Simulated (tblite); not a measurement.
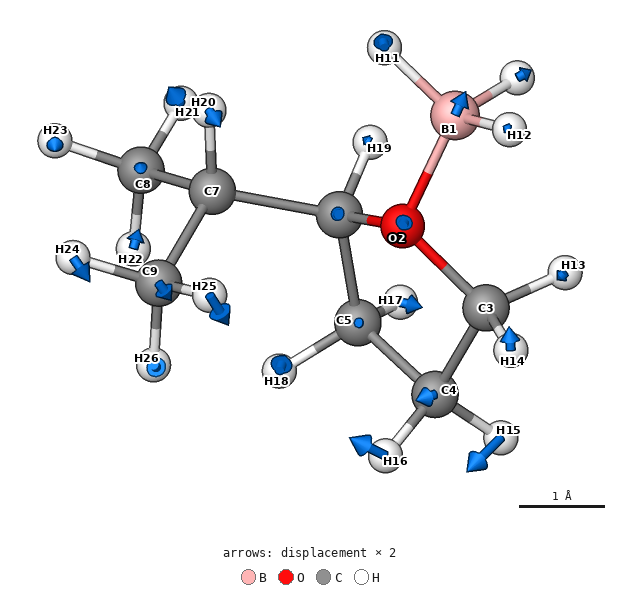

This is a relaxation of C₇H₁₇BO. The starting structure is drawn; blue arrows show the displacements, 2 times their true length. The two geometries are superimposed by the best rigid fit.

The picture is a ball-and-stick view, seen from a free direction.

These are results of GFN2-xTB geometry optimisation, gas phase in tblite, not measurements. 

> What happened in the run?

The atom that moves furthest after the best rigid fit is an H atom (0.35 Å). By element the largest moves are H 0.35 Å, B 0.16 Å, C 0.15 Å, O 0.11 Å. Some distances before and after: B–O 1.506 → 1.631 Å, C–H 1.132 → 1.097 Å, C–H 1.115 → 1.087 Å, C–C 1.564 → 1.537 Å. Among the angles between lasting bonds that change: H–B–H 107.4° → 113.6°, O–B–H 110.9° → 105.0°, O–B–H 112.2° → 106.4°. The energy falls by 10.0 kcal/mol in 95 geometry steps. Cost: 1.4 s on 1 thread of Arm Neoverse N1, on a shared host.
